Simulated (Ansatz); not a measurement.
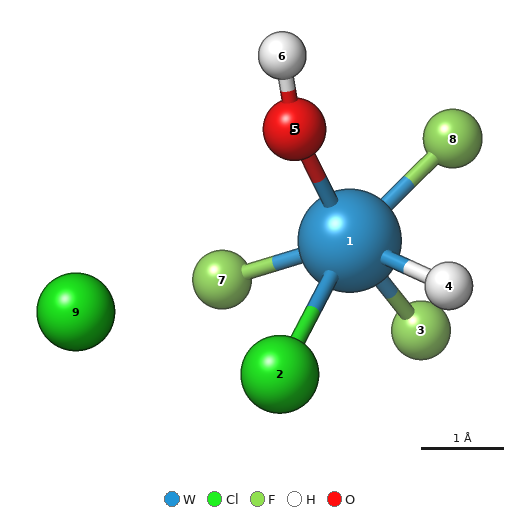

Figure 1. The input geometry (ball-and-stick view, seen at a tilt; atoms are numbered from 1 in the order of the input). Sticks mark near contacts. Bond lengths as drawn: Cl–W 2.39 Å, F–W 1.87 to 1.88 Å, H–O 0.97 Å, H–W 1.71 Å and O–W 1.84 Å.

## WH2Cl2OF3: molecular dynamics (part 1 of 5)

WH2Cl2OF3, multiplicity 2, computed with UKS PBE/def2-SVP (Ansatz 0.2.0).

It belongs to a series of runs on one base structure; here: dynamics from the highest image of the converged band. Figures and captions count atoms from 1; the log counts them from 0 in places.

The input:
```yaml
crystal:
  periodic: [false, false, false]
  atoms:
    - { symbol: W, position_ang: [0.047847, -0.083087, 0.195436] }
    - { symbol: Cl, position_ang: [0.649865, 0.879706, 2.297885] }
    - { symbol: F, position_ang: [1.723274, -0.168889, -0.626126] }
    - { symbol: H, position_ang: [0.284814, 1.6054, 0.056598] }
    - { symbol: O, position_ang: [-1.735291, -0.084003, 0.65275] }
    - { symbol: H, position_ang: [-2.699952, -0.159053, 0.549831] }
    - { symbol: F, position_ang: [0.58854, -1.645474, 1.098993] }
    - { symbol: F, position_ang: [-0.547637, -0.02261, -1.585821] }
    - { symbol: Cl, position_ang: [-0.67856, -0.578289, 4.074153] }
magnetization:
  spin_polarized: true
  initial_magnetization: 1
basis:
  gaussian: { orbitals: def2-SVP }
hamiltonian:
  xc: pbe
md:
  timestep: 0.5
  n_steps: 178
  ensemble: nve
  temperature: 300.0
  initial_velocities: maxwell_boltzmann
  seed: 7062
```

Machine: 4 threads of Arm Neoverse V2, 24 GiB of memory available, shared host.

Launch command:
```bash
ansatz run input.yaml --threads 4 --pin off --max-ram 5120MiB --backend cpu --events-out ev --progress --plain --runs-dir out
```

Output:
```
Engine: ansatz 0.2.0, aarch64-unknown-linux-gnu
Functional definition: PBE
  parameter kappa = 0.804
  parameter beta = 0.06672455060314922
  exchange = pbe_x(kappa = kappa, mu = beta*pi^2/3)
  correlation = pbe_c(beta = beta)
1400 factors; their error is unknown
mean field evaluation 1: about -37057.8323 eV, gradient 5.9e1 eV
mean field evaluation 2: about -36761.2000 eV, gradient 2.3e2 eV
mean field evaluation 4: about -37065.4820 eV, gradient 3.5e1 eV
mean field evaluation 8: about -37070.7624 eV, gradient 1.9e0 eV
mean field evaluation 16: about -37070.7013 eV, gradient 5.4e-2 eV
mean field evaluation 32: about -37064.6196 eV, gradient 2.2e1 eV
mean field evaluation 64: about -37066.9434 eV, gradient 6.7e0 eV
mean field evaluation 96: about -37069.5454 eV, gradient 4.0e0 eV
mean field -37070.70135728 eV, -1362.3231474563 hartree, gradient 2.5e-5 eV, S^2 0.751684; 8 other end points of the search recorded, 0 dependent functions left out
the calculation of the forces begins
reference -37070.70142658 eV, -1362.3231500027 hartree; 43, 42 occupied and 91, 92 virtual orbitals, 1400 factors
md step     0: t =     0.00 fs  T =   300.0 K  F+E_penalty+E_count = -37070.70135728 eV  E_kin = 0.271446 eV  conserved = -37070.42991129 eV  (266 SCF iters)
these checks for a lower state are left out or cut short: starts, cluster_reference, orbital_swaps, neighbouring_geometries, increment
1400 factors; their error is unknown
mean field -37070.69787521 eV, -1362.3230194926 hartree, gradient 1.8e-5 eV, S^2 0.751682; 0 other end points of the search recorded, 0 dependent functions left out
the calculation of the forces begins
reference -37070.69794450 eV, -1362.3230220388 hartree; 43, 42 occupied and 91, 92 virtual orbitals, 1400 factors
md step     1: t =     0.50 fs  T =   296.2 K  F+E_penalty+E_count = -37070.69787521 eV  E_kin = 0.268027 eV  conserved = -37070.42984776 eV  (41 SCF iters)
[... from here on the SCF iterations and repeated set-up lines of each step are left out, up to the last step ...]
md step     2: t =     1.00 fs  T =   286.2 K  F+E_penalty+E_count = -37070.68861903 eV  E_kin = 0.258968 eV  conserved = -37070.42965123 eV  (40 SCF iters)
md step     3: t =     1.50 fs  T =   273.3 K  F+E_penalty+E_count = -37070.67673220 eV  E_kin = 0.247311 eV  conserved = -37070.42942133 eV  (40 SCF iters)
md step     4: t =     2.00 fs  T =   261.6 K  F+E_penalty+E_count = -37070.66590418 eV  E_kin = 0.236659 eV  conserved = -37070.42924537 eV  (41 SCF iters)
md step     5: t =     2.50 fs  T =   254.0 K  F+E_penalty+E_count = -37070.65897721 eV  E_kin = 0.229801 eV  conserved = -37070.42917636 eV  (40 SCF iters)
md step     6: t =     3.00 fs  T =   251.8 K  F+E_penalty+E_count = -37070.65706945 eV  E_kin = 0.227838 eV  conserved = -37070.42923150 eV  (41 SCF iters)
md step     7: t =     3.50 fs  T =   254.1 K  F+E_penalty+E_count = -37070.65928600 eV  E_kin = 0.229893 eV  conserved = -37070.42939347 eV  (42 SCF iters)
md step     8: t =     4.00 fs  T =   257.9 K  F+E_penalty+E_count = -37070.66300827 eV  E_kin = 0.233398 eV  conserved = -37070.42961023 eV  (41 SCF iters)
md step     9: t =     4.50 fs  T =   259.7 K  F+E_penalty+E_count = -37070.66475095 eV  E_kin = 0.234953 eV  conserved = -37070.42979826 eV  (40 SCF iters)
md step    10: t =     5.00 fs  T =   256.0 K  F+E_penalty+E_count = -37070.66150217 eV  E_kin = 0.231640 eV  conserved = -37070.42986224 eV  (40 SCF iters)
md step    11: t =     5.50 fs  T =   245.9 K  F+E_penalty+E_count = -37070.65219978 eV  E_kin = 0.222458 eV  conserved = -37070.42974169 eV  (42 SCF iters)
md step    12: t =     6.00 fs  T =   231.1 K  F+E_penalty+E_count = -37070.63861387 eV  E_kin = 0.209144 eV  conserved = -37070.42946985 eV  (41 SCF iters)
md step    13: t =     6.50 fs  T =   216.2 K  F+E_penalty+E_count = -37070.62478878 eV  E_kin = 0.195600 eV  conserved = -37070.42918906 eV  (41 SCF iters)
md step    14: t =     7.00 fs  T =   205.4 K  F+E_penalty+E_count = -37070.61488597 eV  E_kin = 0.185811 eV  conserved = -37070.42907455 eV  (40 SCF iters)
md step    15: t =     7.50 fs  T =   200.5 K  F+E_penalty+E_count = -37070.61061095 eV  E_kin = 0.181413 eV  conserved = -37070.42919765 eV  (41 SCF iters)
md step    16: t =     8.00 fs  T =   199.7 K  F+E_penalty+E_count = -37070.61015668 eV  E_kin = 0.180689 eV  conserved = -37070.42946777 eV  (42 SCF iters)
md step    17: t =     8.50 fs  T =   198.7 K  F+E_penalty+E_count = -37070.60951542 eV  E_kin = 0.179806 eV  conserved = -37070.42970981 eV  (42 SCF iters)
md step    18: t =     9.00 fs  T =   193.7 K  F+E_penalty+E_count = -37070.60505877 eV  E_kin = 0.175263 eV  conserved = -37070.42979587 eV  (42 SCF iters)
md step    19: t =     9.50 fs  T =   183.2 K  F+E_penalty+E_count = -37070.59548663 eV  E_kin = 0.165778 eV  conserved = -37070.42970836 eV  (42 SCF iters)
md step    20: t =    10.00 fs  T =   168.7 K  F+E_penalty+E_count = -37070.58216129 eV  E_kin = 0.152648 eV  conserved = -37070.42951349 eV  (42 SCF iters)
md step    21: t =    10.50 fs  T =   153.4 K  F+E_penalty+E_count = -37070.56813932 eV  E_kin = 0.138836 eV  conserved = -37070.42930370 eV  (42 SCF iters)
md step    22: t =    11.00 fs  T =   141.0 K  F+E_penalty+E_count = -37070.55674798 eV  E_kin = 0.127593 eV  conserved = -37070.42915465 eV  (41 SCF iters)
md step    23: t =    11.50 fs  T =   134.0 K  F+E_penalty+E_count = -37070.55036887 eV  E_kin = 0.121258 eV  conserved = -37070.42911079 eV  (40 SCF iters)
md step    24: t =    12.00 fs  T =   133.2 K  F+E_penalty+E_count = -37070.54970556 eV  E_kin = 0.120521 eV  conserved = -37070.42918416 eV  (40 SCF iters)
md step    25: t =    12.50 fs  T =   137.3 K  F+E_penalty+E_count = -37070.55358355 eV  E_kin = 0.124228 eV  conserved = -37070.42935569 eV  (41 SCF iters)
md step    26: t =    13.00 fs  T =   143.3 K  F+E_penalty+E_count = -37070.55927395 eV  E_kin = 0.129699 eV  conserved = -37070.42957458 eV  (41 SCF iters)
md step    27: t =    13.50 fs  T =   147.6 K  F+E_penalty+E_count = -37070.56333630 eV  E_kin = 0.133576 eV  conserved = -37070.42976059 eV  (41 SCF iters)
md step    28: t =    14.00 fs  T =   147.1 K  F+E_penalty+E_count = -37070.56290282 eV  E_kin = 0.133079 eV  conserved = -37070.42982383 eV  (40 SCF iters)
md step    29: t =    14.50 fs  T =   140.8 K  F+E_penalty+E_count = -37070.55706673 eV  E_kin = 0.127359 eV  conserved = -37070.42970797 eV  (41 SCF iters)
md step    30: t =    15.00 fs  T =   130.7 K  F+E_penalty+E_count = -37070.54768313 eV  E_kin = 0.118236 eV  conserved = -37070.42944699 eV  (41 SCF iters)
md step    31: t =    15.50 fs  T =   121.1 K  F+E_penalty+E_count = -37070.53878107 eV  E_kin = 0.109603 eV  conserved = -37070.42917844 eV  (41 SCF iters)
md step    32: t =    16.00 fs  T =   116.5 K  F+E_penalty+E_count = -37070.53444902 eV  E_kin = 0.105379 eV  conserved = -37070.42906998 eV  (40 SCF iters)
md step    33: t =    16.50 fs  T =   118.4 K  F+E_penalty+E_count = -37070.53632964 eV  E_kin = 0.107137 eV  conserved = -37070.42919313 eV  (40 SCF iters)
md step    34: t =    17.00 fs  T =   125.0 K  F+E_penalty+E_count = -37070.54255955 eV  E_kin = 0.113096 eV  conserved = -37070.42946316 eV  (40 SCF iters)
md step    35: t =    17.50 fs  T =   131.8 K  F+E_penalty+E_count = -37070.54900714 eV  E_kin = 0.119296 eV  conserved = -37070.42971153 eV  (42 SCF iters)
md step    36: t =    18.00 fs  T =   134.8 K  F+E_penalty+E_count = -37070.55178657 eV  E_kin = 0.121976 eV  conserved = -37070.42981096 eV  (42 SCF iters)
md step    37: t =    18.50 fs  T =   132.1 K  F+E_penalty+E_count = -37070.54922701 eV  E_kin = 0.119488 eV  conserved = -37070.42973913 eV  (42 SCF iters)
md step    38: t =    19.00 fs  T =   124.6 K  F+E_penalty+E_count = -37070.54230040 eV  E_kin = 0.112744 eV  conserved = -37070.42955621 eV  (42 SCF iters)
md step    39: t =    19.50 fs  T =   115.4 K  F+E_penalty+E_count = -37070.53375808 eV  E_kin = 0.104407 eV  conserved = -37070.42935118 eV  (42 SCF iters)
md step    40: t =    20.00 fs  T =   107.8 K  F+E_penalty+E_count = -37070.52677089 eV  E_kin = 0.097572 eV  conserved = -37070.42919874 eV  (40 SCF iters)
md step    41: t =    20.50 fs  T =   104.5 K  F+E_penalty+E_count = -37070.52372903 eV  E_kin = 0.094584 eV  conserved = -37070.42914454 eV  (40 SCF iters)
md step    42: t =    21.00 fs  T =   106.4 K  F+E_penalty+E_count = -37070.52548816 eV  E_kin = 0.096285 eV  conserved = -37070.42920320 eV  (41 SCF iters)
md step    43: t =    21.50 fs  T =   112.5 K  F+E_penalty+E_count = -37070.53112487 eV  E_kin = 0.101766 eV  conserved = -37070.42935920 eV  (40 SCF iters)
md step    44: t =    22.00 fs  T =   120.1 K  F+E_penalty+E_count = -37070.53819961 eV  E_kin = 0.108634 eV  conserved = -37070.42956558 eV  (39 SCF iters)
md step    45: t =    22.50 fs  T =   125.8 K  F+E_penalty+E_count = -37070.54353128 eV  E_kin = 0.113785 eV  conserved = -37070.42974643 eV  (40 SCF iters)
md step    46: t =    23.00 fs  T =   126.7 K  F+E_penalty+E_count = -37070.54441679 eV  E_kin = 0.114604 eV  conserved = -37070.42981254 eV  (40 SCF iters)
md step    47: t =    23.50 fs  T =   121.9 K  F+E_penalty+E_count = -37070.53999706 eV  E_kin = 0.110292 eV  conserved = -37070.42970489 eV  (40 SCF iters)
md step    48: t =    24.00 fs  T =   113.4 K  F+E_penalty+E_count = -37070.53210007 eV  E_kin = 0.102651 eV  conserved = -37070.42944890 eV  (40 SCF iters)
md step    49: t =    24.50 fs  T =   105.6 K  F+E_penalty+E_count = -37070.52475984 eV  E_kin = 0.095585 eV  conserved = -37070.42917526 eV  (41 SCF iters)
md step    50: t =    25.00 fs  T =   102.9 K  F+E_penalty+E_count = -37070.52218687 eV  E_kin = 0.093133 eV  conserved = -37070.42905381 eV  (40 SCF iters)
md step    51: t =    25.50 fs  T =   107.3 K  F+E_penalty+E_count = -37070.52623052 eV  E_kin = 0.097064 eV  conserved = -37070.42916635 eV  (40 SCF iters)
md step    52: t =    26.00 fs  T =   116.9 K  F+E_penalty+E_count = -37070.53517900 eV  E_kin = 0.105742 eV  conserved = -37070.42943735 eV  (41 SCF iters)
md step    53: t =    26.50 fs  T =   127.3 K  F+E_penalty+E_count = -37070.54488068 eV  E_kin = 0.115184 eV  conserved = -37070.42969667 eV  (41 SCF iters)
md step    54: t =    27.00 fs  T =   134.3 K  F+E_penalty+E_count = -37070.55128267 eV  E_kin = 0.121474 eV  conserved = -37070.42980898 eV  (42 SCF iters)
md step    55: t =    27.50 fs  T =   135.7 K  F+E_penalty+E_count = -37070.55252628 eV  E_kin = 0.122782 eV  conserved = -37070.42974381 eV  (42 SCF iters)
md step    56: t =    28.00 fs  T =   132.6 K  F+E_penalty+E_count = -37070.54949457 eV  E_kin = 0.119935 eV  conserved = -37070.42955949 eV  (42 SCF iters)
md step    57: t =    28.50 fs  T =   127.8 K  F+E_penalty+E_count = -37070.54498331 eV  E_kin = 0.115637 eV  conserved = -37070.42934659 eV  (42 SCF iters)
md step    58: t =    29.00 fs  T =   125.0 K  F+E_penalty+E_count = -37070.54230525 eV  E_kin = 0.113121 eV  conserved = -37070.42918450 eV  (42 SCF iters)
md step    59: t =    29.50 fs  T =   127.0 K  F+E_penalty+E_count = -37070.54401633 eV  E_kin = 0.114893 eV  conserved = -37070.42912293 eV  (40 SCF iters)
md step    60: t =    30.00 fs  T =   134.7 K  F+E_penalty+E_count = -37070.55109163 eV  E_kin = 0.121912 eV  conserved = -37070.42917980 eV  (40 SCF iters)
md step    61: t =    30.50 fs  T =   147.3 K  F+E_penalty+E_count = -37070.56262646 eV  E_kin = 0.133285 eV  conserved = -37070.42934122 eV  (40 SCF iters)
md step    62: t =    31.00 fs  T =   161.9 K  F+E_penalty+E_count = -37070.57607033 eV  E_kin = 0.146510 eV  conserved = -37070.42956028 eV  (40 SCF iters)
md step    63: t =    31.50 fs  T =   174.9 K  F+E_penalty+E_count = -37070.58800223 eV  E_kin = 0.158244 eV  conserved = -37070.42975803 eV  (39 SCF iters)
md step    64: t =    32.00 fs  T =   183.0 K  F+E_penalty+E_count = -37070.59539281 eV  E_kin = 0.165552 eV  conserved = -37070.42984079 eV  (39 SCF iters)
md step    65: t =    32.50 fs  T =   184.9 K  F+E_penalty+E_count = -37070.59704760 eV  E_kin = 0.167304 eV  conserved = -37070.42974372 eV  (39 SCF iters)
md step    66: t =    33.00 fs  T =   182.4 K  F+E_penalty+E_count = -37070.59453856 eV  E_kin = 0.165048 eV  conserved = -37070.42949091 eV  (39 SCF iters)
md step    67: t =    33.50 fs  T =   179.6 K  F+E_penalty+E_count = -37070.59175910 eV  E_kin = 0.162542 eV  conserved = -37070.42921756 eV  (40 SCF iters)
md step    68: t =    34.00 fs  T =   181.0 K  F+E_penalty+E_count = -37070.59284450 eV  E_kin = 0.163744 eV  conserved = -37070.42910094 eV  (41 SCF iters)
md step    69: t =    34.50 fs  T =   188.2 K  F+E_penalty+E_count = -37070.59953997 eV  E_kin = 0.170315 eV  conserved = -37070.42922541 eV  (39 SCF iters)
md step    70: t =    35.00 fs  T =   199.4 K  F+E_penalty+E_count = -37070.60996885 eV  E_kin = 0.180460 eV  conserved = -37070.42950927 eV  (40 SCF iters)
md step    71: t =    35.50 fs  T =   210.1 K  F+E_penalty+E_count = -37070.61983474 eV  E_kin = 0.190060 eV  conserved = -37070.42977467 eV  (39 SCF iters)
md step    72: t =    36.00 fs  T =   215.7 K  F+E_penalty+E_count = -37070.62506900 eV  E_kin = 0.195187 eV  conserved = -37070.42988185 eV  (39 SCF iters)
md step    73: t =    36.50 fs  T =   214.6 K  F+E_penalty+E_count = -37070.62396477 eV  E_kin = 0.194160 eV  conserved = -37070.42980474 eV  (39 SCF iters)
md step    74: t =    37.00 fs  T =   207.8 K  F+E_penalty+E_count = -37070.61765482 eV  E_kin = 0.188046 eV  conserved = -37070.42960848 eV  (39 SCF iters)
md step    75: t =    37.50 fs  T =   198.7 K  F+E_penalty+E_count = -37070.60917042 eV  E_kin = 0.179781 eV  conserved = -37070.42938936 eV  (39 SCF iters)
md step    76: t =    38.00 fs  T =   190.9 K  F+E_penalty+E_count = -37070.60195118 eV  E_kin = 0.172721 eV  conserved = -37070.42923010 eV  (39 SCF iters)
md step    77: t =    38.50 fs  T =   187.2 K  F+E_penalty+E_count = -37070.59852291 eV  E_kin = 0.169342 eV  conserved = -37070.42918084 eV  (40 SCF iters)
md step    78: t =    39.00 fs  T =   188.3 K  F+E_penalty+E_count = -37070.59967423 eV  E_kin = 0.170418 eV  conserved = -37070.42925573 eV  (39 SCF iters)
md step    79: t =    39.50 fs  T =   193.2 K  F+E_penalty+E_count = -37070.60421202 eV  E_kin = 0.174777 eV  conserved = -37070.42943509 eV  (39 SCF iters)
md step    80: t =    40.00 fs  T =   198.5 K  F+E_penalty+E_count = -37070.60930156 eV  E_kin = 0.179639 eV  conserved = -37070.42966226 eV  (39 SCF iters)
md step    81: t =    40.50 fs  T =   200.7 K  F+E_penalty+E_count = -37070.61140542 eV  E_kin = 0.181559 eV  conserved = -37070.42984628 eV  (39 SCF iters)
md step    82: t =    41.00 fs  T =   196.6 K  F+E_penalty+E_count = -37070.60772940 eV  E_kin = 0.177842 eV  conserved = -37070.42988701 eV  (40 SCF iters)
md step    83: t =    41.50 fs  T =   185.7 K  F+E_penalty+E_count = -37070.59775693 eV  E_kin = 0.168028 eV  conserved = -37070.42972851 eV  (39 SCF iters)
md step    84: t =    42.00 fs  T =   170.9 K  F+E_penalty+E_count = -37070.58402840 eV  E_kin = 0.154605 eV  conserved = -37070.42942317 eV  (39 SCF iters)
md step    85: t =    42.50 fs  T =   157.1 K  F+E_penalty+E_count = -37070.57125420 eV  E_kin = 0.142115 eV  conserved = -37070.42913935 eV  (40 SCF iters)
md step    86: t =    43.00 fs  T =   148.9 K  F+E_penalty+E_count = -37070.56374618 eV  E_kin = 0.134686 eV  conserved = -37070.42906056 eV  (40 SCF iters)
md step    87: t =    43.50 fs  T =   147.5 K  F+E_penalty+E_count = -37070.56270060 eV  E_kin = 0.133464 eV  conserved = -37070.42923669 eV  (40 SCF iters)
md step    88: t =    44.00 fs  T =   150.2 K  F+E_penalty+E_count = -37070.56546073 eV  E_kin = 0.135920 eV  conserved = -37070.42954060 eV  (40 SCF iters)
md step    89: t =    44.50 fs  T =   152.1 K  F+E_penalty+E_count = -37070.56738476 eV  E_kin = 0.137607 eV  conserved = -37070.42977732 eV  (40 SCF iters)
md step    90: t =    45.00 fs  T =   149.1 K  F+E_penalty+E_count = -37070.56476374 eV  E_kin = 0.134936 eV  conserved = -37070.42982736 eV  (41 SCF iters)
md step    91: t =    45.50 fs  T =   140.4 K  F+E_penalty+E_count = -37070.55669532 eV  E_kin = 0.126999 eV  conserved = -37070.42969653 eV  (41 SCF iters)
md step    92: t =    46.00 fs  T =   127.8 K  F+E_penalty+E_count = -37070.54509305 eV  E_kin = 0.115622 eV  conserved = -37070.42947135 eV  (41 SCF iters)
md step    93: t =    46.50 fs  T =   115.1 K  F+E_penalty+E_count = -37070.53340157 eV  E_kin = 0.104146 eV  conserved = -37070.42925508 eV  (41 SCF iters)
md step    94: t =    47.00 fs  T =   105.9 K  F+E_penalty+E_count = -37070.52498955 eV  E_kin = 0.095864 eV  conserved = -37070.42912576 eV  (39 SCF iters)
md step    95: t =    47.50 fs  T =   102.5 K  F+E_penalty+E_count = -37070.52188899 eV  E_kin = 0.092765 eV  conserved = -37070.42912380 eV  (39 SCF iters)
md step    96: t =    48.00 fs  T =   104.9 K  F+E_penalty+E_count = -37070.52412967 eV  E_kin = 0.094879 eV  conserved = -37070.42925102 eV  (39 SCF iters)
md step    97: t =    48.50 fs  T =   110.8 K  F+E_penalty+E_count = -37070.52971257 eV  E_kin = 0.100242 eV  conserved = -37070.42947025 eV  (39 SCF iters)
md step    98: t =    49.00 fs  T =   116.6 K  F+E_penalty+E_count = -37070.53523019 eV  E_kin = 0.105526 eV  conserved = -37070.42970451 eV  (39 SCF iters)
md step    99: t =    49.50 fs  T =   118.5 K  F+E_penalty+E_count = -37070.53711465 eV  E_kin = 0.107266 eV  conserved = -37070.42984899 eV  (41 SCF iters)
md step   100: t =    50.00 fs  T =   114.4 K  F+E_penalty+E_count = -37070.53328714 eV  E_kin = 0.103478 eV  conserved = -37070.42980890 eV  (40 SCF iters)
md step   101: t =    50.50 fs  T =   105.0 K  F+E_penalty+E_count = -37070.52456215 eV  E_kin = 0.094993 eV  conserved = -37070.42956877 eV  (41 SCF iters)
md step   102: t =    51.00 fs  T =    94.5 K  F+E_penalty+E_count = -37070.51477602 eV  E_kin = 0.085532 eV  conserved = -37070.42924363 eV  (40 SCF iters)
md step   103: t =    51.50 fs  T =    88.3 K  F+E_penalty+E_count = -37070.50895545 eV  E_kin = 0.079919 eV  conserved = -37070.42903692 eV  (40 SCF iters)
md step   104: t =    52.00 fs  T =    89.7 K  F+E_penalty+E_count = -37070.51025052 eV  E_kin = 0.081157 eV  conserved = -37070.42909318 eV  (39 SCF iters)
md step   105: t =    52.50 fs  T =    97.7 K  F+E_penalty+E_count = -37070.51780450 eV  E_kin = 0.088432 eV  conserved = -37070.42937231 eV  (40 SCF iters)
md step   106: t =    53.00 fs  T =   107.9 K  F+E_penalty+E_count = -37070.52734020 eV  E_kin = 0.097654 eV  conserved = -37070.42968622 eV  (40 SCF iters)
```
